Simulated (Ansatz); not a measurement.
**SnH₄S + HF: a complex and its separated parts**

Aim: how far the complex at one end of a reaction step lies below its separated, relaxed parts, level by level.

The runs use Ansatz 0.2.0, Gaussian basis; PBE0-D4/def2-TZVP structures, single points in def2-TZVPP, no counterpoise correction.

Levels: SPW92, PBE-D4, BLYP-D4, r2SCAN-D4, B97M-V, PBE0-D4, B3LYP-D4, r2SCAN0-D4, BHLYP-D4, CAM-B3LYP-D4, wB97X-V, wB97M-V, B2PLYP, PBE-QIDH, RPA on PBE, Hartree-Fock, MP2, CCSD, CCSD(T).

Cores are frozen in the correlated methods. Filled d shells of the heavier atoms are correlated. Core potentials replace the inner electrons past krypton, and spin-orbit coupling is left out. B3LYP uses VWN-RPA correlation. B2PLYP carries no dispersion term here.

90 further runs of the same task are left out: 2 that didn't finish, 88 set aside as unsound or not needed.

## 1. Where the work starts

The complex: 8 atoms, charge 0, spin multiplicity 1.

Atoms are counted from 1 here; the program's logs count them from 0.

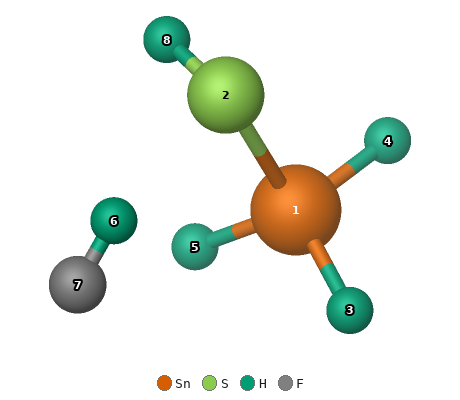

As it starts; tin orange, sulfur green, hydrogen teal, fluorine grey; atoms are numbered from 1 in the order of the file.

Coordinates:

```
Sn   -1.1341    0.0187   -0.1943
S     0.7532    1.1769    0.8131
H    -1.0829    0.4869   -1.8242
H    -2.5457    0.5740    0.5830
H    -0.9082   -1.6476    0.0437
H     1.9574   -0.1875   -0.3764
F     2.2254   -0.8578   -0.9790
H     0.7350    0.4365    1.9342
```

Its parts: SnH₄S holds atoms 1, 2, 3, 4, 5, 8; HF holds atoms 6, 7. Each part counts its atoms afresh in its own runs.

## 2. Relaxing SnH₄S alone

relax-a/in.yaml

```yaml
crystal:
  periodic: [false, false, false]
  atoms:
    - {symbol: Sn, position_ang: [-1.134136, 0.018691, -0.194316]}
    - {symbol: S, position_ang: [0.753196, 1.176868, 0.813138]}
    - {symbol: H, position_ang: [-1.082851, 0.486927, -1.824233]}
    - {symbol: H, position_ang: [-2.545659, 0.574031, 0.582978]}
    - {symbol: H, position_ang: [-0.908201, -1.647632, 0.043675]}
    - {symbol: H, position_ang: [0.735024, 0.436470, 1.934234]}
basis:
  gaussian: {orbitals: def2-TZVP}
hamiltonian: {xc: pbe0, dispersion: d4}
relax: {f_tol: 0.005, max_steps: 200}
```

Started as:

```sh
ansatz run in.yaml --threads 4 --pin off --events-out ev --progress --plain --max-ram 9574MiB
```

Log, cut to the lines that bear on the results:

```text
Functional definition: PBE0
  name "PBE0"
  cite "Adamo & Barone, J. Chem. Phys. 110, 6158 (1999) doi:10.1063/1.478522"
  cite "Perdew, Burke & Ernzerhof, Phys. Rev. Lett. 77, 3865 (1996) doi:10.1103/PhysRevLett.77.3865"
  parent pbe
[...]
908 factors; their error is unknown
[...]
mean field -16728.76891720 eV, -614.7709185404 hartree, gradient 1.3e-5 eV, S^2 0.000000; 0 other end points of the search recorded, 0 dependent functions left out
[...]
reference -16728.76895029 eV, -614.7709197561 hartree; 21, 21 occupied and 90, 90 virtual orbitals, 908 factors
[...]
reference -16728.78030311 eV, -614.7713369646 hartree; 21, 21 occupied and 90, 90 virtual orbitals, 908 factors
Total energy: -16728.87077902 eV, -614.7746618931 hartree
Atom 0 at    -1.098828     0.015151    -0.182876 Å, force    -0.001899     0.001487    -0.002739 eV/Å
Atom 1 at     0.834243     1.085926     0.766946 Å, force    -0.001199    -0.002299     0.000388 eV/Å
Atom 2 at    -1.108564     0.503260    -1.812259 Å, force     0.000684     0.000120    -0.000162 eV/Å
Atom 3 at    -2.499434     0.544902     0.633575 Å, force    -0.000218    -0.000839     0.000547 eV/Å
Atom 4 at    -0.939555    -1.677072    -0.041347 Å, force     0.000824     0.000526     0.001123 eV/Å
Atom 5 at     0.629511     0.573188     1.991436 Å, force     0.001809     0.001005     0.000842 eV/Å
Dipole moment:    -0.255949    -0.188226     0.027614 e Å
```

Wall time 22 s (4 threads of AMD EPYC, shared host).

Along the way:

| step | energy from step 1 (eV) | largest force component (eV/Å) |
| --- | --- | --- |
| 1 | 0.0000 | 0.2959 |
| 2 | -0.0008 | 0.2054 |
| 3 | -0.0088 | 0.0962 |
| 4 | -0.0096 | 0.0583 |
| 5 | -0.0108 | 0.0414 |
| 6 | -0.0112 | 0.0040 |
| 7 | -0.0113 | 0.0420 |
| 8 | -0.0114 | 0.0030 |
| 9 | -0.0114 | 0.0048 |
| 10 | -0.0114 | 0.0075 |
| 11 | -0.0114 | 0.0027 |

Close pairs (by a distance rule), those that changed most:

| bond | before (Å) | after (Å) | change (Å) |
| --- | --- | --- | --- |
| Sn1–S2 | 2.433 | 2.405 | -0.027 |
| Sn1–H5 | 1.698 | 1.706 | +0.007 |
| Sn1–H3 | 1.697 | 1.701 | +0.004 |
| Sn1–H4 | 1.704 | 1.706 | +0.001 |
| S2–H6 | 1.344 | 1.343 | -0.000 |

## 3. Relaxing HF alone

relax-b/in.yaml

```yaml
crystal:
  periodic: [false, false, false]
  atoms:
    - {symbol: H, position_ang: [1.957363, -0.187523, -0.376396]}
    - {symbol: F, position_ang: [2.225364, -0.857831, -0.978978]}
basis:
  gaussian: {orbitals: def2-TZVP}
hamiltonian: {xc: pbe0, dispersion: d4}
relax: {f_tol: 0.005, max_steps: 200}
```

Started as:

```sh
ansatz run in.yaml --threads 4 --pin off --events-out ev --progress --plain --max-ram 9574MiB
```

Log, cut to the lines that bear on the results:

```text
[... 5 set-up lines as earlier in the session ...]
[...]
200 factors; their error is unknown
[...]
mean field -2731.78979216 eV, -100.3914231881 hartree, gradient 6.8e-6 eV, S^2 0.000000; 0 other end points of the search recorded, 0 dependent functions left out
[...]
reference -2731.80170840 eV, -100.3918611022 hartree; 5, 5 occupied and 32, 32 virtual orbitals, 200 factors
Total energy: -2731.80322170 eV, -100.3919167147 hartree
Atom 0 at     1.960254    -0.194754    -0.382897 Å, force     0.000001    -0.000002    -0.000002 eV/Å
Atom 1 at     2.222473    -0.850600    -0.972477 Å, force    -0.000001     0.000002     0.000002 eV/Å
Dipole moment:    -0.114236     0.285721     0.256853 e Å
```

It took 3 s on 4 threads of AMD EPYC, shared host.

The steps of the relaxation:

| step | energy from step 1 (eV) | largest force component (eV/Å) |
| --- | --- | --- |
| 1 | 0.0000 | 0.8162 |
| 2 | -0.0113 | 0.1844 |
| 3 | -0.0119 | 0.0101 |
| 4 | -0.0119 | 0.0056 |
| 5 | -0.0119 | 0.0000 |

The bond:

| bond | before (Å) | after (Å) | change (Å) |
| --- | --- | --- | --- |
| H1–F2 | 0.940 | 0.920 | -0.020 |

## 4. SPW92/def2-TZVPP

parta/in.yaml

```yaml
crystal:
  periodic: [false, false, false]
  atoms:
    - {symbol: Sn, position_ang: [-1.098828, 0.015151, -0.182876]}
    - {symbol: S, position_ang: [0.834243, 1.085926, 0.766946]}
    - {symbol: H, position_ang: [-1.108564, 0.503260, -1.812259]}
    - {symbol: H, position_ang: [-2.499434, 0.544902, 0.633575]}
    - {symbol: H, position_ang: [-0.939555, -1.677072, -0.041347]}
    - {symbol: H, position_ang: [0.629511, 0.573188, 1.991436]}
basis:
  gaussian: {orbitals: def2-TZVPP}
hamiltonian: {xc: lda}
```

partb/in.yaml

```yaml
crystal:
  periodic: [false, false, false]
  atoms:
    - {symbol: H, position_ang: [1.960254, -0.194754, -0.382897]}
    - {symbol: F, position_ang: [2.222473, -0.850600, -0.972477]}
basis:
  gaussian: {orbitals: def2-TZVPP}
hamiltonian: {xc: lda}
```

The same command starts each run, in its folder.

Started as:

```sh
ansatz run in.yaml --threads 4 --pin off --events-out ev --progress --plain --max-ram 9574MiB
```

parta printed, cut to the lines that bear on the results:

```text
Functional definition: SPW92
  name "SPW92"
  cite "Dirac, Proc. Camb. Phil. Soc. 26, 376 (1930) doi:10.1017/S0305004100016108"
  cite "Slater, Phys. Rev. 81, 385 (1951) doi:10.1103/PhysRev.81.385"
  cite "Perdew & Wang, Phys. Rev. B 45, 13244 (1992) doi:10.1103/PhysRevB.45.13244"
[...]
908 factors; their error is unknown
[...]
mean field -16684.87883694 eV, -613.1579878406 hartree, gradient 2.2e-5 eV, S^2 0.000000; 0 other end points of the search recorded, 0 dependent functions left out
reference -16684.87887977 eV, -613.1579894146 hartree; 21, 21 occupied and 127, 127 virtual orbitals, 908 factors
Total energy: -16684.87887977 eV, -613.1579894146 hartree
```

partb printed, cut to the lines that bear on the results:

```text
[... 5 set-up lines as earlier in the session ...]
[...]
215 factors; their error is unknown
[...]
mean field -2716.76651708 eV, -99.8393280121 hartree, gradient 3.5e-5 eV, S^2 0.000000; 0 other end points of the search recorded, 0 dependent functions left out
reference -2716.76652816 eV, -99.8393284194 hartree; 5, 5 occupied and 40, 40 virtual orbitals, 215 factors
Total energy: -2716.76652816 eV, -99.8393284194 hartree
```

They took 1.2 s (parta), 0.41 s (partb) on 4 threads of AMD EPYC, shared host.

## 5. PBE-D4/def2-TZVPP

The same edit goes into each in.yaml of step 4 (parta, partb):

```diff
-hamiltonian: {xc: lda}
+hamiltonian: {xc: pbe, dispersion: d4}
```

One command serves all of them, each in its own folder.

Started as:

```sh
ansatz run in.yaml --threads 4 --pin off --events-out ev --progress --plain --max-ram 9574MiB
```

Log of parta, cut to the lines that bear on the results:

```text
Functional definition: PBE
  name "PBE"
[... 2 set-up lines as earlier in the session ...]
[...]
908 factors; their error is unknown
[...]
mean field -16727.50172602 eV, -614.7243501234 hartree, gradient 2.0e-5 eV, S^2 0.000000; 0 other end points of the search recorded, 0 dependent functions left out
reference -16727.50177152 eV, -614.7243517954 hartree; 21, 21 occupied and 127, 127 virtual orbitals, 908 factors
Total energy: -16727.60879821 eV, -614.7282849536 hartree
```

Log of partb, cut to the lines that bear on the results:

```text
[... 4 set-up lines as earlier in the session ...]
[...]
215 factors; their error is unknown
[...]
mean field -2731.84359184 eV, -100.3934002900 hartree, gradient 4.8e-5 eV, S^2 0.000000; 0 other end points of the search recorded, 0 dependent functions left out
reference -2731.84360395 eV, -100.3934007350 hartree; 5, 5 occupied and 40, 40 virtual orbitals, 215 factors
Total energy: -2731.84549784 eV, -100.3934703341 hartree
```

They took 1.6 s (parta), 0.36 s (partb) on 4 threads of AMD EPYC, shared host.

## 6. BLYP-D4/def2-TZVPP

The same edit goes into each in.yaml of step 5 (parta, partb):

```diff
-hamiltonian: {xc: pbe, dispersion: d4}
+hamiltonian: {xc: {name: BLYP}, dispersion: d4}
```

The same command starts each run, in its folder.

Started as:

```sh
ansatz run in.yaml --threads 4 --pin off --events-out ev --progress --plain --max-ram 9574MiB
```

parta printed, cut to the lines that bear on the results:

```text
Functional definition: BLYP
  name "BLYP"
  cite "Becke, Phys. Rev. A 38, 3098 (1988) doi:10.1103/PhysRevA.38.3098"
  cite "Lee, Yang & Parr, Phys. Rev. B 37, 785 (1988) doi:10.1103/PhysRevB.37.785"
[...]
908 factors; their error is unknown
[...]
mean field -16730.71097279 eV, -614.8422877669 hartree, gradient 7.5e-5 eV, S^2 0.000000; 0 other end points of the search recorded, 0 dependent functions left out
reference -16730.71132558 eV, -614.8423007315 hartree; 21, 21 occupied and 127, 127 virtual orbitals, 908 factors
Total energy: -16730.94086838 eV, -614.8507362738 hartree
```

Log of partb, cut to the lines that bear on the results:

```text
[... 4 set-up lines as earlier in the session ...]
[...]
215 factors; their error is unknown
[...]
mean field -2734.23794068 eV, -100.4813909869 hartree, gradient 3.9e-5 eV, S^2 0.000000; 0 other end points of the search recorded, 0 dependent functions left out
reference -2734.23806429 eV, -100.4813955294 hartree; 5, 5 occupied and 40, 40 virtual orbitals, 215 factors
Total energy: -2734.24264629 eV, -100.4815639149 hartree
```

Times: 2 s (parta), 0.46 s (partb) on 4 threads of AMD EPYC, shared host.

## 7. r2SCAN-D4/def2-TZVPP

The same edit goes into each in.yaml of step 6 (parta, partb):

```diff
-hamiltonian: {xc: {name: BLYP}, dispersion: d4}
+hamiltonian: {xc: r2scan, dispersion: d4}
```

The same command starts each run, in its folder.

Started as:

```sh
ansatz run in.yaml --threads 4 --pin off --events-out ev --progress --plain --max-ram 9574MiB
```

parta printed, cut to the lines that bear on the results:

```text
Functional definition: r2SCAN
  name "r2SCAN"
  cite "Furness, Kaplan, Ning, Perdew & Sun, J. Phys. Chem. Lett. 11, 8208 (2020) doi:10.1021/acs.jpclett.0c02405"
  cite "Furness, Kaplan, Ning, Perdew & Sun, J. Phys. Chem. Lett. 11, 9248 (2020) doi:10.1021/acs.jpclett.0c03077"
  parent r2scan
[...]
908 factors; their error is unknown
[...]
mean field -16733.93048638 eV, -614.9606027090 hartree, gradient 3.3e-5 eV, S^2 0.000000; 0 other end points of the search recorded, 0 dependent functions left out
reference -16733.93049989 eV, -614.9606032054 hartree; 21, 21 occupied and 127, 127 virtual orbitals, 908 factors
Total energy: -16733.95392329 eV, -614.9614639994 hartree
```

Log of partb, cut to the lines that bear on the results:

```text
[... 5 set-up lines as earlier in the session ...]
[...]
215 factors; their error is unknown
[...]
mean field -2733.29261887 eV, -100.4466510512 hartree, gradient 6.5e-6 eV, S^2 0.000000; 0 other end points of the search recorded, 0 dependent functions left out
reference -2733.29262205 eV, -100.4466511681 hartree; 5, 5 occupied and 40, 40 virtual orbitals, 215 factors
Total energy: -2733.29307959 eV, -100.4466679822 hartree
```

Wall times: 3.6 s (parta), 0.86 s (partb) on 4 threads of AMD EPYC, shared host.

## 8. B97M-V/def2-TZVPP

Each input of step 7 (parta, partb) changes in the same lines:

```diff
-hamiltonian: {xc: r2scan, dispersion: d4}
+hamiltonian: {xc: {name: B97M-V}}
```

One command serves all of them, each in its own folder.

Started as:

```sh
ansatz run in.yaml --threads 4 --pin off --events-out ev --progress --plain --max-ram 9574MiB
```

Output in parta, cut to the lines that bear on the results:

```text
Functional definition: B97M-V
  name "B97M-V"
  cite "Mardirossian & Head-Gordon, J. Chem. Phys. 142, 074111 (2015) doi:10.1063/1.4907719"
  cite "Becke, J. Chem. Phys. 107, 8554 (1997) doi:10.1063/1.475007"
  cite "Vydrov & Van Voorhis, J. Chem. Phys. 133, 244103 (2010) doi:10.1063/1.3521275"
  # Of w^i u^j: cxij and so on, Table III.
[...]
  gx(w, u) = cx00 + cx01*u + cx02*u^2 + (cx10 + cx11*u)*w
[...]
  gos(w, u) = cos00 + cos01*u + cos03*u^3 + cos10*w + cos32*w^3*u^2
[...]
      + integral(e_c_pw_mod_opposite_spin*gos(b97_w_opposite, b97_u_opposite)) + vv10(b, c)
908 factors; their error is unknown
[...]
mean field -16729.98795909 eV, -614.8157175035 hartree, gradient 3.8e-5 eV, S^2 0.000000; 0 other end points of the search recorded, 0 dependent functions left out
reference -16729.98802581 eV, -614.8157199555 hartree; 21, 21 occupied and 127, 127 virtual orbitals, 908 factors
Total energy: -16729.98802581 eV, -614.8157199555 hartree
```

partb printed, cut to the lines that bear on the results:

```text
[... 5 set-up lines as earlier in the session ...]
  # Of w^i u^j: cxij and so on, Table III.
[...]
  gx(w, u) = cx00 + cx01*u + cx02*u^2 + (cx10 + cx11*u)*w
[...]
  gos(w, u) = cos00 + cos01*u + cos03*u^3 + cos10*w + cos32*w^3*u^2
[...]
      + integral(e_c_pw_mod_opposite_spin*gos(b97_w_opposite, b97_u_opposite)) + vv10(b, c)
215 factors; their error is unknown
[...]
mean field -2733.38837297 eV, -100.4501699493 hartree, gradient 2.3e-5 eV, S^2 0.000000; 0 other end points of the search recorded, 0 dependent functions left out
reference -2733.38839068 eV, -100.4501706003 hartree; 5, 5 occupied and 40, 40 virtual orbitals, 215 factors
Total energy: -2733.38839068 eV, -100.4501706003 hartree
```

They took 5 s (parta), 0.81 s (partb) on 4 threads of AMD EPYC, shared host.

## 9. PBE0-D4/def2-TZVPP

Each input of step 8 (parta, partb) changes in the same lines:

```diff
-hamiltonian: {xc: {name: B97M-V}}
+hamiltonian: {xc: pbe0, dispersion: d4}
+output: {orbitals: {seedname: orbitals}}
```

Each run has its own folder and the same command.

Started as:

```sh
ansatz run in.yaml --threads 4 --pin off --events-out ev --progress --plain --max-ram 9574MiB
```

Output in parta, cut to the lines that bear on the results:

```text
[... 5 set-up lines as earlier in the session ...]
[...]
1012 factors; their error is unknown
[...]
mean field -16728.81333096 eV, -614.7725507159 hartree, gradient 1.4e-5 eV, S^2 0.000000; 0 other end points of the search recorded, 0 dependent functions left out
reference -16728.81336323 eV, -614.7725519018 hartree; 21, 21 occupied and 127, 127 virtual orbitals, 1012 factors
Total energy: -16728.90383915 eV, -614.7758768303 hartree
```

Log of partb, cut to the lines that bear on the results:

```text
[... 5 set-up lines as earlier in the session ...]
[...]
215 factors; their error is unknown
[...]
mean field -2731.86111791 eV, -100.3940443613 hartree, gradient 4.0e-5 eV, S^2 0.000000; 0 other end points of the search recorded, 0 dependent functions left out
reference -2731.86112663 eV, -100.3940446816 hartree; 5, 5 occupied and 40, 40 virtual orbitals, 215 factors
Total energy: -2731.86263992 eV, -100.3941002941 hartree
```

Times: 2.3 s (parta), 0.41 s (partb) on 4 threads of AMD EPYC, shared host.

## 10. B3LYP-D4/def2-TZVPP

The same edit goes into each in.yaml of step 9 (parta, partb):

```diff
-hamiltonian: {xc: pbe0, dispersion: d4}
-output: {orbitals: {seedname: orbitals}}
+hamiltonian: {xc: {name: B3LYP}, dispersion: d4}
```

One command serves all of them, each in its own folder.

Started as:

```sh
ansatz run in.yaml --threads 4 --pin off --events-out ev --progress --plain --max-ram 9574MiB
```

Output in parta, cut to the lines that bear on the results:

```text
Functional definition: B3LYP
  name "B3LYP"
  cite "Stephens, Devlin, Chabalowski & Frisch, J. Phys. Chem. 98, 11623 (1994) doi:10.1021/j100096a001"
[... 2 set-up lines as earlier in the session ...]
  cite "Vosko, Wilk & Nusair, Can. J. Phys. 58, 1200 (1980) doi:10.1139/p80-159"
[...]
964 factors; their error is unknown
[...]
mean field -16735.18751912 eV, -615.0067978101 hartree, gradient 1.2e-5 eV, S^2 0.000000; 0 other end points of the search recorded, 0 dependent functions left out
reference -16735.18777730 eV, -615.0068072982 hartree; 21, 21 occupied and 127, 127 virtual orbitals, 964 factors
Total energy: -16735.36331043 eV, -615.0132580217 hartree
```

Output in partb, cut to the lines that bear on the results:

```text
[... 6 set-up lines as earlier in the session ...]
[...]
215 factors; their error is unknown
[...]
mean field -2734.54626014 eV, -100.4927215180 hartree, gradient 1.9e-5 eV, S^2 0.000000; 0 other end points of the search recorded, 0 dependent functions left out
reference -2734.54635098 eV, -100.4927248563 hartree; 5, 5 occupied and 40, 40 virtual orbitals, 215 factors
Total energy: -2734.54934069 eV, -100.4928347263 hartree
```

Wall times: 2.5 s (parta), 0.4 s (partb) on 4 threads of AMD EPYC, shared host.

## 11. r2SCAN0-D4/def2-TZVPP

The same edit goes into each in.yaml of step 10 (parta, partb):

```diff
-hamiltonian: {xc: {name: B3LYP}, dispersion: d4}
+hamiltonian: {xc: {name: r2SCAN0}, dispersion: d4}
```

The same command starts each run, in its folder.

Started as:

```sh
ansatz run in.yaml --threads 4 --pin off --events-out ev --progress --plain --max-ram 9574MiB
```

parta printed, cut to the lines that bear on the results:

```text
Functional definition: r2SCAN0
  name "r2SCAN0"
  cite "Bursch, Neugebauer, Ehlert & Grimme, J. Chem. Phys. 156, 134105 (2022) doi:10.1063/5.0086040"
[... 3 set-up lines as earlier in the session ...]
[...]
1012 factors; their error is unknown
[...]
mean field -16733.07065472 eV, -614.9290044784 hartree, gradient 2.9e-5 eV, S^2 0.000000; 0 other end points of the search recorded, 0 dependent functions left out
reference -16733.07066532 eV, -614.9290048680 hartree; 21, 21 occupied and 127, 127 virtual orbitals, 1012 factors
Total energy: -16733.09941366 eV, -614.9300613500 hartree
```

partb printed, cut to the lines that bear on the results:

```text
[... 6 set-up lines as earlier in the session ...]
[...]
215 factors; their error is unknown
[...]
mean field -2732.94545929 eV, -100.4338931720 hartree, gradient 6.6e-5 eV, S^2 0.000000; 0 other end points of the search recorded, 0 dependent functions left out
reference -2732.94546175 eV, -100.4338932625 hartree; 5, 5 occupied and 40, 40 virtual orbitals, 215 factors
Total energy: -2732.94596373 eV, -100.4339117096 hartree
```

They took 4 s (parta), 0.76 s (partb) on 4 threads of AMD EPYC, shared host.

## 12. BHLYP-D4/def2-TZVPP

The same edit goes into each in.yaml of step 11 (parta, partb):

```diff
-hamiltonian: {xc: {name: r2SCAN0}, dispersion: d4}
+hamiltonian: {xc: {name: BHLYP}, dispersion: d4}
```

Each run has its own folder and the same command.

Started as:

```sh
ansatz run in.yaml --threads 4 --pin off --events-out ev --progress --plain --max-ram 9574MiB
```

Log of parta, cut to the lines that bear on the results:

```text
Functional definition: BHLYP
  name "BHLYP"
  cite "Becke, J. Chem. Phys. 98, 1372 (1993) doi:10.1063/1.464304"
[... 2 set-up lines as earlier in the session ...]
[...]
1055 factors; their error is unknown
[...]
mean field -16730.50137926 eV, -614.8345853466 hartree, gradient 7.4e-5 eV, S^2 0.000000; 0 other end points of the search recorded, 0 dependent functions left out
reference -16730.50154928 eV, -614.8345915948 hartree; 21, 21 occupied and 127, 127 virtual orbitals, 1055 factors
Total energy: -16730.65867182 eV, -614.8403657416 hartree
```

Log of partb, cut to the lines that bear on the results:

```text
[... 5 set-up lines as earlier in the session ...]
[...]
234 factors; their error is unknown
[...]
mean field -2733.43313252 eV, -100.4518148325 hartree, gradient 1.2e-5 eV, S^2 0.000000; 0 other end points of the search recorded, 0 dependent functions left out
reference -2733.43319306 eV, -100.4518170572 hartree; 5, 5 occupied and 40, 40 virtual orbitals, 234 factors
Total energy: -2733.43492103 eV, -100.4518805590 hartree
```

They took 2.7 s (parta), 0.46 s (partb) on 4 threads of AMD EPYC, shared host.

(Part 1 of 2 ends here.)
